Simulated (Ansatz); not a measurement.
# Resistivity from frozen vibrations: Na(100) with 4 thermally displaced layers, 2x2, part 2 of 2

How much do lattice vibrations at 180 K scatter the electrons of Na? Layers with random displacements are laid between perfect leads, and the resistance is followed against their length.

Ansatz 0.2.0; Ansatz plane-wave DFT, PBE, PAW files; ballistic transport by layer matching (Landauer), zero bias; PAW set soft_1.

So far, channels at the energy nearest the Fermi level, one spin: step 2 (with 4 displaced layers) 4.92.

## 3. With 8 displaced layers

h

System of this step: Na(100) with 8 thermally displaced layers, 2x2. The cell holds 72 atoms: 72 Na. Its edges and angles: a = 8.581 Å, b = 8.581 Å, c = 38.615 Å, α = 90.0°, β = 90.0°, γ = 90.0°. It derives from Na. Regions: lead, 40 atoms (40 Na); scattering region, 32 atoms (32 Na). The structure is stacked along c, and the current runs across the ab planes.

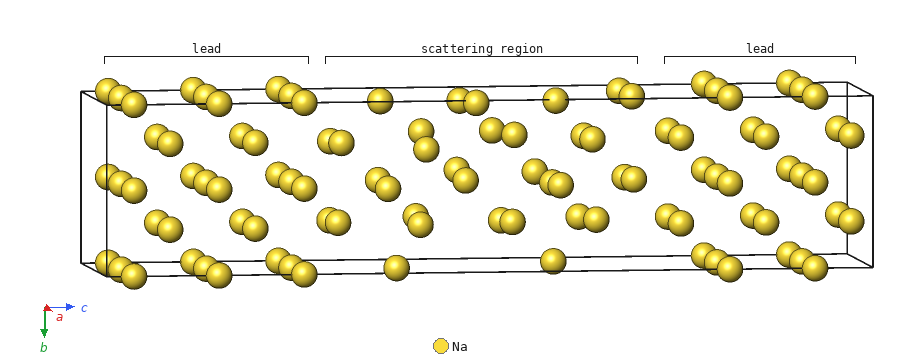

The cell of this step (sodium yellow). Some periodic images of atoms are drawn too.

The input, input.yaml:

```yaml
crystal:
  lattice:
    - [8.5812, 0.0, 0.0]
    - [0.0, 8.5812, 0.0]
    - [0.0, 0.0, 38.6154]
  atoms:
    - { symbol: Na, position: [0.0, 0.0, 0.0277777778] }
    - { symbol: Na, position: [0.0, 0.5, 0.0277777778] }
    - { symbol: Na, position: [0.5, 0.0, 0.0277777778] }
    - { symbol: Na, position: [0.5, 0.5, 0.0277777778] }
    - { symbol: Na, position: [0.25, 0.25, 0.0833333333] }
    - { symbol: Na, position: [0.25, 0.75, 0.0833333333] }
    - { symbol: Na, position: [0.75, 0.25, 0.0833333333] }
    - { symbol: Na, position: [0.75, 0.75, 0.0833333333] }
    - { symbol: Na, position: [0.0, 0.0, 0.1388888889] }
    - { symbol: Na, position: [0.0, 0.5, 0.1388888889] }
    - { symbol: Na, position: [0.5, 0.0, 0.1388888889] }
    - { symbol: Na, position: [0.5, 0.5, 0.1388888889] }
    - { symbol: Na, position: [0.25, 0.25, 0.1944444444] }
    - { symbol: Na, position: [0.25, 0.75, 0.1944444444] }
    - { symbol: Na, position: [0.75, 0.25, 0.1944444444] }
    - { symbol: Na, position: [0.75, 0.75, 0.1944444444] }
    - { symbol: Na, position: [0.0, 0.0, 0.25] }
    - { symbol: Na, position: [0.0, 0.5, 0.25] }
    - { symbol: Na, position: [0.5, 0.0, 0.25] }
    - { symbol: Na, position: [0.5, 0.5, 0.25] }
    - { symbol: Na, position: [0.2953278065, 0.2830870422, 0.3075536507] }
    - { symbol: Na, position: [0.2195995931, 0.7498879373, 0.3092258724] }
    - { symbol: Na, position: [0.7175857744, 0.25994098, 0.3079589009] }
    - { symbol: Na, position: [0.7675119223, 0.720208464, 0.3018560112] }
    - { symbol: Na, position: [0.9890196106, 0.9705686455, 0.3708358255] }
    - { symbol: Na, position: [0.9875232513, 0.5082766336, 0.3596654456] }
    - { symbol: Na, position: [0.5398390115, 0.03321931, 0.3646521523] }
    - { symbol: Na, position: [0.4445613142, 0.5013090107, 0.3649335647] }
    - { symbol: Na, position: [0.2752589339, 0.2344539138, 0.4268534365] }
    - { symbol: Na, position: [0.2167789292, 0.7333564422, 0.421894482] }
    - { symbol: Na, position: [0.751234178, 0.3003787227, 0.4177206676] }
    - { symbol: Na, position: [0.734069303, 0.7405007803, 0.4105661261] }
    - { symbol: Na, position: [0.967854508, 0.0158606888, 0.4754714897] }
    - { symbol: Na, position: [0.0325701465, 0.481014674, 0.4816659332] }
    - { symbol: Na, position: [0.4927695369, 0.0396109528, 0.4698025393] }
    - { symbol: Na, position: [0.481495782, 0.506284416, 0.4779890222] }
    - { symbol: Na, position: [0.2540508824, 0.235268526, 0.5202790888] }
    - { symbol: Na, position: [0.2147387836, 0.7626471303, 0.5333112113] }
    - { symbol: Na, position: [0.745866469, 0.2229697714, 0.5326589106] }
    - { symbol: Na, position: [0.7177862313, 0.7320597319, 0.531249856] }
    - { symbol: Na, position: [0.9433881052, 0.0097207745, 0.58008141] }
    - { symbol: Na, position: [0.0027493967, 0.4980954054, 0.5844633443] }
    - { symbol: Na, position: [0.5174648547, 0.9809199756, 0.5912779692] }
    - { symbol: Na, position: [0.518267985, 0.5212276924, 0.5898460266] }
    - { symbol: Na, position: [0.2698151396, 0.271236398, 0.6393115288] }
    - { symbol: Na, position: [0.2141034207, 0.7466023647, 0.634586573] }
    - { symbol: Na, position: [0.7142048649, 0.2565024819, 0.6357101588] }
    - { symbol: Na, position: [0.7240908787, 0.723758861, 0.6403895947] }
    - { symbol: Na, position: [0.0090239221, 0.033272056, 0.6943666483] }
    - { symbol: Na, position: [0.0262119211, 0.5352799503, 0.7008749601] }
    - { symbol: Na, position: [0.4404906957, 0.0309127775, 0.6963432421] }
    - { symbol: Na, position: [0.5106617751, 0.5093398084, 0.6965844196] }
    - { symbol: Na, position: [0.25, 0.25, 0.75] }
    - { symbol: Na, position: [0.25, 0.75, 0.75] }
    - { symbol: Na, position: [0.75, 0.25, 0.75] }
    - { symbol: Na, position: [0.75, 0.75, 0.75] }
    - { symbol: Na, position: [0.0, 0.0, 0.8055555556] }
    - { symbol: Na, position: [0.0, 0.5, 0.8055555556] }
    - { symbol: Na, position: [0.5, 0.0, 0.8055555556] }
    - { symbol: Na, position: [0.5, 0.5, 0.8055555556] }
    - { symbol: Na, position: [0.25, 0.25, 0.8611111111] }
    - { symbol: Na, position: [0.25, 0.75, 0.8611111111] }
    - { symbol: Na, position: [0.75, 0.25, 0.8611111111] }
    - { symbol: Na, position: [0.75, 0.75, 0.8611111111] }
    - { symbol: Na, position: [0.0, 0.0, 0.9166666667] }
    - { symbol: Na, position: [0.0, 0.5, 0.9166666667] }
    - { symbol: Na, position: [0.5, 0.0, 0.9166666667] }
    - { symbol: Na, position: [0.5, 0.5, 0.9166666667] }
    - { symbol: Na, position: [0.25, 0.25, 0.9722222222] }
    - { symbol: Na, position: [0.25, 0.75, 0.9722222222] }
    - { symbol: Na, position: [0.75, 0.25, 0.9722222222] }
    - { symbol: Na, position: [0.75, 0.75, 0.9722222222] }
kpoints:
  mp_grid: { grid: [3, 3, 1] }
hamiltonian:
  xc: pbe
  pseudopotentials: { kind: paw, azcp: { folder: soft_1 } }
scf:
  occupations: { method: fermi_dirac, width: 0.1 }
output:
  transmission: { leads: [[0, 4]], kmesh: [6, 6], e_range: [-0.05, 0.05], de: 0.05 }
  write_potential: true
  write_density: true
  volumetric_format: npy
```

On the command line:

```bash
ansatz run input.yaml --threads 4 --pin off --max-ram 15360MiB --backend cpu --events-out ev --progress --plain --runs-dir out
```

Numbers of over 12 decimals in the logs are rounded to 6 here.

The program printed:

```text
[...]
Crystal: 72 atoms, lattice volume = 2843.522 Å³
Basis set: ecut = 420 eV, 55657 PW (Γ)
Bands: 396, of which v1, the nominal top of the filled ones, is band 324 counted from 1 (323 counted from 0)
Symmetry: 1 space group operations
[...]
k-points: 5 of 9 (time reversal used)
[...]
SCF iter   1: F=—  HF=-107021.564440 eV  |F-HF|=—  |Δ(HF+E_count)|=         —  Δρ=4.48e-3  dr2=1.57e0  ethr=3.10e-3  ⟨swp⟩=7.0  Hψ=8020  notcnv=0
[...]
SCF iter  10: F=-107021.311512 eV  HF=-107021.311512 eV  |F-HF|=2.05e-8  |Δ(HF+E_count)|=   3.41e-8  Δρ=4.26e-7  dr2=3.20e-8  ethr=1.54e-11  ⟨swp⟩=7.8  Hψ=7419  notcnv=0
SCF 1 converged in 10 iterations: F = -107021.311512 eV  dr2 = 3.20e-8
[...]
transmission: 124 of 1240 steps passed
transmission: 248 of 1240 steps passed
[...]
transmission: 1240 of 1240 steps passed
SCF converged after 10 iterations
Free energy (F): -107021.311512 eV
[...]
Internal energy: -107020.274832 eV  (E = F + TS)
E sigma→0 (E₀):  -107020.793172 eV
Entropy (-TS):   -1.036680 eV (-14.398 meV/atom)
Fermi energy:    1.396154 eV
[...]
--- Band table (eV; the first three rows and the last of 5) ---
  k-point 0: bands = [... 320 lower, 1.1876, 1.2159, 1.2206, 1.2355, 1.2597, 1.2723, 1.3252, 1.8297, ... 68 higher]
  k-point 1: bands = [... 320 lower, 1.3118, 1.3245, 1.3432, 1.3489, 1.4414, 1.4503, 1.4594, 1.4722, ... 68 higher]
  k-point 2: bands = [... 320 lower, 1.3075, 1.3288, 1.3349, 1.3505, 1.4364, 1.4508, 1.4640, 1.4832, ... 68 higher]
  k-point 4: bands = [... 320 lower, 1.0696, 1.0900, 1.2584, 1.2675, 1.6860, 1.7151, 1.8706, 1.8821, ... 68 higher]
--- Transmission ---
  basis      : 657 plane waves across, 62 finite elements along
  points     : 20, standing for a mesh of 6 x 6
[...]
channels       : 4.916667e0 a spin
[...]
junction   : crystal 0 to crystal 0, 0.70 to 37.17 Å
    transmission   : 4.567413e0 a spin
[...]
```

Run time: 37 min. Hardware: 4 threads of Arm Neoverse V2, shared host; peak memory 10 GiB.

Numbers from this step:

```yaml
free_energy: -107021.3115 eV
energy_at_zero_smearing: -107020.7932 eV
fermi_energy: 1.396 eV
transmission_at_the_energy_nearest_the_fermi_level_one_spin: 4.567
step_of_the_lead_s_hamiltonian: 6.8 meV
```

Per spin. Table of transmission, zone mean by energy, zero at the Fermi level:

| energy (eV) | transmission, zone mean |
| --- | --- |
| -0.0500 | 4.41 |
| 0.0000 | 4.57 |
| 0.0500 | 4.64 |

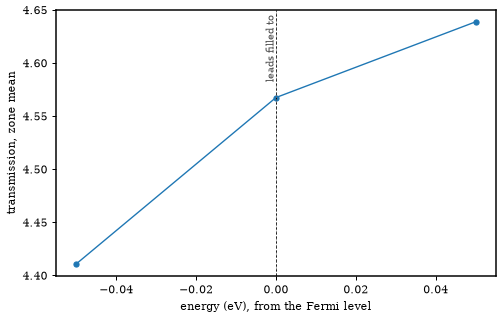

Transmission, zone mean, plotted against energy.

Over the solved energies the transmission per spin lies between 4.41 and 4.64, out of 4.90 channels of the lead on average (up to 4.92).

## 4. With 12 displaced layers

t

System of this step: Na(100) with 12 thermally displaced layers, 2x2. The cell holds 88 atoms: 88 Na. Its edges and angles: a = 8.581 Å, b = 8.581 Å, c = 47.197 Å, α = 90.0°, β = 90.0°, γ = 90.0°. It derives from Na. Regions: lead, 40 atoms (40 Na); scattering region, 48 atoms (48 Na). The structure is stacked along c, and the current runs across the ab planes.

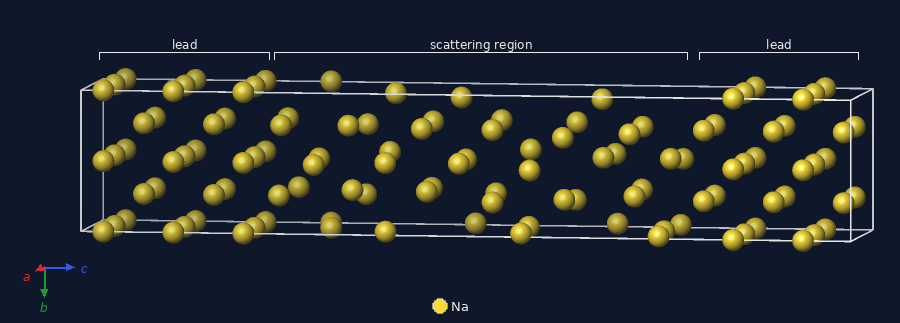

The cell of this step (sodium yellow). Some periodic images of atoms are drawn too.

The input, input.yaml:

```yaml
crystal:
  lattice:
    - [8.5812, 0.0, 0.0]
    - [0.0, 8.5812, 0.0]
    - [0.0, 0.0, 47.1966]
  atoms:
    - { symbol: Na, position: [0.0, 0.0, 0.0227272727] }
    - { symbol: Na, position: [0.0, 0.5, 0.0227272727] }
    - { symbol: Na, position: [0.5, 0.0, 0.0227272727] }
    - { symbol: Na, position: [0.5, 0.5, 0.0227272727] }
    - { symbol: Na, position: [0.25, 0.25, 0.0681818182] }
    - { symbol: Na, position: [0.25, 0.75, 0.0681818182] }
    - { symbol: Na, position: [0.75, 0.25, 0.0681818182] }
    - { symbol: Na, position: [0.75, 0.75, 0.0681818182] }
    - { symbol: Na, position: [0.0, 0.0, 0.1136363636] }
    - { symbol: Na, position: [0.0, 0.5, 0.1136363636] }
    - { symbol: Na, position: [0.5, 0.0, 0.1136363636] }
    - { symbol: Na, position: [0.5, 0.5, 0.1136363636] }
    - { symbol: Na, position: [0.25, 0.25, 0.1590909091] }
    - { symbol: Na, position: [0.25, 0.75, 0.1590909091] }
    - { symbol: Na, position: [0.75, 0.25, 0.1590909091] }
    - { symbol: Na, position: [0.75, 0.75, 0.1590909091] }
    - { symbol: Na, position: [0.0, 0.0, 0.2045454545] }
    - { symbol: Na, position: [0.0, 0.5, 0.2045454545] }
    - { symbol: Na, position: [0.5, 0.0, 0.2045454545] }
    - { symbol: Na, position: [0.5, 0.5, 0.2045454545] }
    - { symbol: Na, position: [0.2580362265, 0.2409700055, 0.2413011375] }
    - { symbol: Na, position: [0.2472597857, 0.7297786986, 0.254941112] }
    - { symbol: Na, position: [0.7427348474, 0.2521001785, 0.2461135527] }
    - { symbol: Na, position: [0.7371531148, 0.7497098367, 0.2432052826] }
    - { symbol: Na, position: [0.007565016, 0.9973313002, 0.2900305751] }
    - { symbol: Na, position: [0.9396622273, 0.5129080138, 0.2940932736] }
    - { symbol: Na, position: [0.4866653787, 0.9940585234, 0.303763854] }
    - { symbol: Na, position: [0.4987470443, 0.5021792769, 0.2886520621] }
    - { symbol: Na, position: [0.2914458377, 0.273083322, 0.3457896901] }
    - { symbol: Na, position: [0.2511994108, 0.7730623594, 0.3426059544] }
    - { symbol: Na, position: [0.7654273856, 0.2461709372, 0.3341669209] }
    - { symbol: Na, position: [0.7758852177, 0.7013178406, 0.3398115218] }
    - { symbol: Na, position: [0.9948543648, 0.9737624069, 0.3891683139] }
    - { symbol: Na, position: [0.9949598522, 0.4890087147, 0.3887416064] }
    - { symbol: Na, position: [0.4880096223, 0.0349457132, 0.3879713365] }
    - { symbol: Na, position: [0.4880661314, 0.4510837251, 0.380381435] }
    - { symbol: Na, position: [0.2773438621, 0.248726839, 0.4305230512] }
    - { symbol: Na, position: [0.2913430004, 0.7177294896, 0.429139142] }
    - { symbol: Na, position: [0.7381100421, 0.2647518142, 0.4287828987] }
    - { symbol: Na, position: [0.7345668587, 0.7096156233, 0.4351545262] }
    - { symbol: Na, position: [0.0202818726, 0.9880147119, 0.4780199114] }
    - { symbol: Na, position: [0.9674779755, 0.4881295285, 0.483576042] }
    - { symbol: Na, position: [0.5034148853, 0.0581270438, 0.4736717837] }
    - { symbol: Na, position: [0.5145995286, 0.4950812174, 0.479861011] }
    - { symbol: Na, position: [0.2498185675, 0.2358806688, 0.5187584366] }
    - { symbol: Na, position: [0.3271392264, 0.7480540553, 0.5135022368] }
    - { symbol: Na, position: [0.7336816864, 0.2670589802, 0.5204400284] }
    - { symbol: Na, position: [0.7842278245, 0.7752196023, 0.5220304131] }
    - { symbol: Na, position: [0.9881193946, 0.9747199467, 0.5649798831] }
    - { symbol: Na, position: [0.9629368051, 0.5303017237, 0.5754583382] }
    - { symbol: Na, position: [0.4683964913, 0.9702697266, 0.5600919171] }
    - { symbol: Na, position: [0.4757501374, 0.4218468538, 0.5629565641] }
    - { symbol: Na, position: [0.2826294363, 0.2413031337, 0.6175455836] }
    - { symbol: Na, position: [0.2376978985, 0.7942970925, 0.6145476687] }
    - { symbol: Na, position: [0.7403891037, 0.3142171087, 0.6121520958] }
    - { symbol: Na, position: [0.7192749199, 0.755079907, 0.6134587162] }
    - { symbol: Na, position: [0.0268279405, 0.9768123692, 0.6627720155] }
    - { symbol: Na, position: [0.0214545235, 0.4832014795, 0.6598376544] }
    - { symbol: Na, position: [0.4790988926, 0.0590188036, 0.6558698849] }
    - { symbol: Na, position: [0.4886009807, 0.4731843003, 0.6575076079] }
    - { symbol: Na, position: [0.2498521635, 0.2693170092, 0.7017528374] }
    - { symbol: Na, position: [0.245326064, 0.7143621707, 0.7007605762] }
    - { symbol: Na, position: [0.8193340886, 0.2761969119, 0.7009708994] }
    - { symbol: Na, position: [0.7163520703, 0.7254550545, 0.7044462316] }
    - { symbol: Na, position: [0.0008737256, 0.9812724355, 0.7441146789] }
    - { symbol: Na, position: [0.0357859957, 0.5113640733, 0.7482865717] }
    - { symbol: Na, position: [0.4944483265, 0.9866774036, 0.7365693198] }
    - { symbol: Na, position: [0.5029099664, 0.4730658911, 0.7454133094] }
    - { symbol: Na, position: [0.25, 0.25, 0.7954545455] }
    - { symbol: Na, position: [0.25, 0.75, 0.7954545455] }
    - { symbol: Na, position: [0.75, 0.25, 0.7954545455] }
    - { symbol: Na, position: [0.75, 0.75, 0.7954545455] }
    - { symbol: Na, position: [0.0, 0.0, 0.8409090909] }
    - { symbol: Na, position: [0.0, 0.5, 0.8409090909] }
    - { symbol: Na, position: [0.5, 0.0, 0.8409090909] }
    - { symbol: Na, position: [0.5, 0.5, 0.8409090909] }
    - { symbol: Na, position: [0.25, 0.25, 0.8863636364] }
    - { symbol: Na, position: [0.25, 0.75, 0.8863636364] }
    - { symbol: Na, position: [0.75, 0.25, 0.8863636364] }
    - { symbol: Na, position: [0.75, 0.75, 0.8863636364] }
    - { symbol: Na, position: [0.0, 0.0, 0.9318181818] }
    - { symbol: Na, position: [0.0, 0.5, 0.9318181818] }
    - { symbol: Na, position: [0.5, 0.0, 0.9318181818] }
    - { symbol: Na, position: [0.5, 0.5, 0.9318181818] }
    - { symbol: Na, position: [0.25, 0.25, 0.9772727273] }
    - { symbol: Na, position: [0.25, 0.75, 0.9772727273] }
    - { symbol: Na, position: [0.75, 0.25, 0.9772727273] }
    - { symbol: Na, position: [0.75, 0.75, 0.9772727273] }
kpoints:
  mp_grid: { grid: [3, 3, 1] }
hamiltonian:
  xc: pbe
  pseudopotentials: { kind: paw, azcp: { folder: soft_1 } }
scf:
  occupations: { method: fermi_dirac, width: 0.1 }
output:
  transmission: { leads: [[0, 4]], kmesh: [6, 6], e_range: [-0.05, 0.05], de: 0.05 }
  write_potential: true
  write_density: true
  volumetric_format: npy
```

The program printed:

```text
[...]
Crystal: 88 atoms, lattice volume = 3475.416 Å³
Basis set: ecut = 420 eV, 67981 PW (Γ)
Bands: 484, of which v1, the nominal top of the filled ones, is band 396 counted from 1 (395 counted from 0)
Symmetry: 1 space group operations
[...]
k-points: 5 of 9 (time reversal used)
[...]
SCF iter   1: F=—  HF=-130803.337463 eV  |F-HF|=—  |Δ(HF+E_count)|=         —  Δρ=4.57e-3  dr2=2.23e0  ethr=3.10e-3  ⟨swp⟩=7.6  Hψ=9979  notcnv=0
[...]
SCF iter  10: F=-130802.965374 eV  HF=-130802.965374 eV  |F-HF|=1.76e-8  |Δ(HF+E_count)|=   5.27e-8  Δρ=4.68e-7  dr2=3.46e-8  ethr=1.26e-11  ⟨swp⟩=10.0  Hψ=10049  notcnv=0
SCF 1 converged in 10 iterations: F = -130802.965374 eV  dr2 = 3.46e-8
[...]
transmission: 150 of 1500 steps passed
transmission: 300 of 1500 steps passed
[...]
transmission: 1500 of 1500 steps passed
SCF converged after 10 iterations
Free energy (F): -130802.965374 eV
[...]
Internal energy: -130801.705818 eV  (E = F + TS)
E sigma→0 (E₀):  -130802.335596 eV
Entropy (-TS):   -1.259557 eV (-14.313 meV/atom)
Fermi energy:    1.408260 eV
[...]
--- Band table (eV; the first three rows and the last of 5) ---
  k-point 0: bands = [... 392 lower, 1.0484, 1.3226, 1.3403, 1.3641, 1.3724, 1.4437, 1.4546, 1.4695, ... 84 higher]
  k-point 1: bands = [... 392 lower, 1.2793, 1.3021, 1.3157, 1.3450, 1.4576, 1.4838, 1.4988, 1.5432, ... 84 higher]
  k-point 2: bands = [... 392 lower, 1.2827, 1.3155, 1.3182, 1.3264, 1.4625, 1.4727, 1.5049, 1.5430, ... 84 higher]
  k-point 4: bands = [... 392 lower, 1.1731, 1.1881, 1.2040, 1.2241, 1.7438, 1.7812, 1.8143, 1.8249, ... 84 higher]
--- Transmission ---
  basis      : 657 plane waves across, 75 finite elements along
  points     : 20, standing for a mesh of 6 x 6
[...]
channels       : 4.916667e0 a spin
[...]
junction   : crystal 0 to crystal 0, 0.70 to 45.75 Å
    transmission   : 4.406382e0 a spin
[...]
```

The job ended after 47 min (4 threads; peak memory 9.4 GiB; 3 h of CPU time).

This step gave:

| Item | Value |
| --- | --- |
| free energy | -130802.9654 eV |
| energy at zero smearing | -130802.3356 eV |
| Fermi energy | 1.408 eV |
| transmission at the energy nearest the Fermi level, one spin | 4.406 |
| step of the lead's Hamiltonian | 7.8 meV |

Per spin. Transmission, zone mean against energy, zero at the Fermi level:

```
energy (eV)  transmission, zone mean
    -0.0500                     4.32
     0.0000                     4.41
     0.0500                     4.39
```

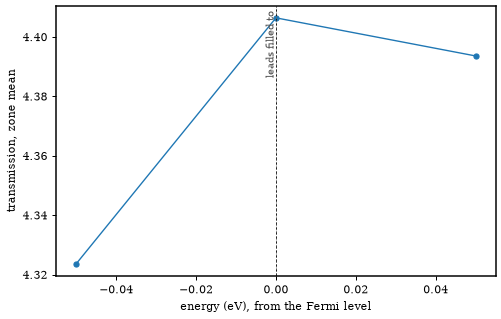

Transmission, zone mean, plotted against energy.

Over the solved energies the transmission per spin lies between 4.32 and 4.41, out of 4.92 channels of the lead on average (up to 4.92).

## 5. Resistance against length

e

This step: Ansatz plane-wave DFT, PBE, PAW files; ballistic transport by layer matching (Landauer), zero bias; resistivity from the slope of the area resistance; PAW set soft_1 (Ansatz 0.2.0).

Numbers from this step:

```yaml
resistivity: 8.659 µΩ cm
intercept: 0.01275 fΩ m²
scatter_about_the_fit: 0.005526 fΩ m²
```

Resistance, by row:

| run | length (Å) | T | channels N | RA (fΩ m²) |
| --- | --- | --- | --- | --- |
| n4 | 8.581 | 4.696 | 4.917 | 0.09096 |
| n8 | 17.16 | 4.539 | 4.898 | 0.1535 |
| n12 | 25.74 | 4.375 | 4.917 | 0.2396 |

Area resistance against length of the displaced region:

```
length of the displaced region (Å)  area resistance (fΩ m²)
                              8.58                   0.0910
                             17.16                    0.154
                             25.74                    0.240
```

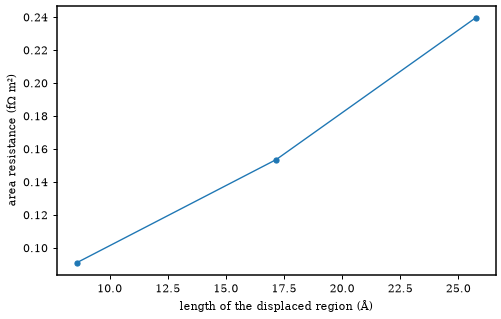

Area resistance, plotted against length of the displaced region.

The area resistance goes from 0.091 to 0.24 fΩ m² between 8.6 and 25.7 Å, a slope of 8.7 µΩ cm.

By hand from the end points: (0.2396 − 0.09096) fΩ m² / (25.74 − 8.58) Å = 8.7 µΩ cm, since 1 fΩ m² per Å is 1000 µΩ cm.

## 6. Results

```
resistivity from the slope  : 8.66 µΩ cm
area resistance over 8.58 Å : 0.0910 fΩ m²
area resistance over 17.2 Å : 0.154 fΩ m²
area resistance over 25.7 Å : 0.240 fΩ m²
```

In words: The slope gives 8.7 µΩ cm. The points scatter by 0.0055 fΩ m² about the line, with one random draw a length in a 2x2 cell, so the slope is a rough value. The mean square of the displacements drawn is 0.78, 0.99 and 1.2 of the nominal one at the three lengths; with each resistance scaled back by that, the slope is 5.1 µΩ cm, the value used below. Read with a model of isotropic scattering on a spherical Fermi surface and the lead's 0.52×10¹⁵ S/m², this slope means a mean free path near 350 Å; over these lengths the model's slope is 1.22 times its bulk resistivity, which would be 4.1 µΩ cm. Uncorrelated displacements put too much weight on short waves, which scatter strongly; with the sideways repeat of a small cell, one draw and three short lengths, the method is good to a factor of two or three.

[Logs are printed without paths, hosts, clocks, repeated set-up lines and the standing remarks that a program may print on its own settings, such as how far it seeks lower states.]

[Hosts, paths, dates, database ids (printed as entryN), source tags and the programs' standing remarks are cut or masked in the printed files.]
